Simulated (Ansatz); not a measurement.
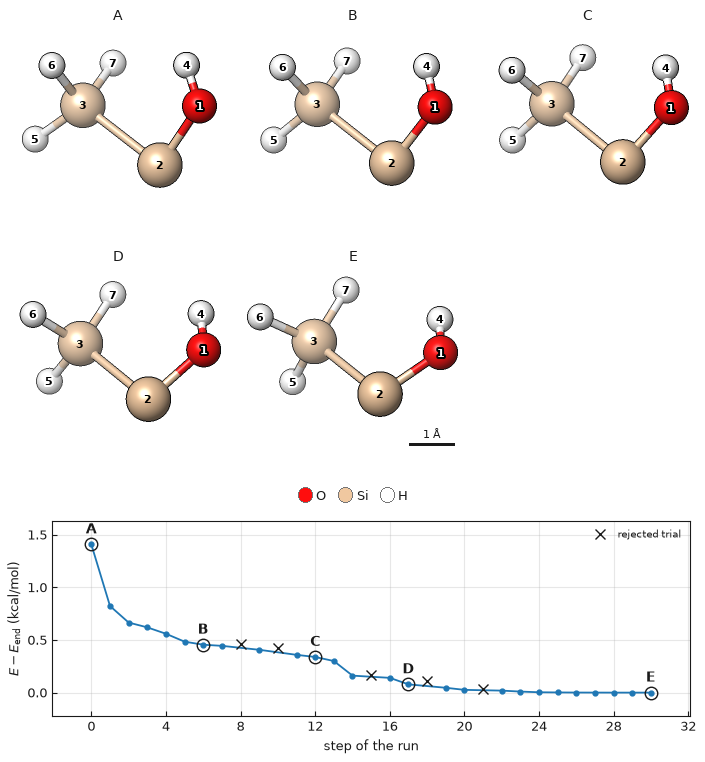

Frames of a relaxation of Si2H4O, marked on the history of the run. The picture is a ball-and-stick view, seen at a tilt.

It is one of the separated reactants of a reaction.

Method: RKS PBE0-D4/def2-TZVP in Ansatz 0.2.0. (force threshold 0.005 eV/Å; at most 200 steps)

What happens along the run?

After 25 accepted moves (30 points after the start) the energy has fallen by 1.41 kcal/mol. The largest force component goes from 0.99 to 0.0029 eV/Å. The line search rejected the trial steps at points 8, 10, 15, 18, 21 of the run. The forces were under the threshold at step 19, but the run went on from there. H4 moves most after the best rigid fit: 0.81 Å. Largest moves by element: H 0.81 Å, Si 0.71 Å, O 0.29 Å. Among the contacts that change: O1–Si2 1.693 → 1.654 Å, Si3–H6 1.517 → 1.493 Å, Si2–Si3 2.467 → 2.447 Å, Si3–H7 1.517 → 1.499 Å. Bond angles that change, for instance: Si2–Si3–H5 117.1° → 111.8°, Si2–Si3–H6 108.8° → 111.7°, O1–Si2–Si3 96.0° → 98.2°. Groups turn about Si2–Si3 by about 60°. Cost: 62 s on 2 threads of Arm Neoverse V1, on a shared host. From step 0 to 6: H4 moves most (0.14 Å), energy −0.95 kcal/mol. From step 6 to 12: H4 moves most (0.18 Å), energy −0.12 kcal/mol. From step 12 to 17: H4 moves most (0.27 Å), energy −0.26 kcal/mol. From step 17 to 30: H4 moves most (0.23 Å), energy −0.08 kcal/mol.
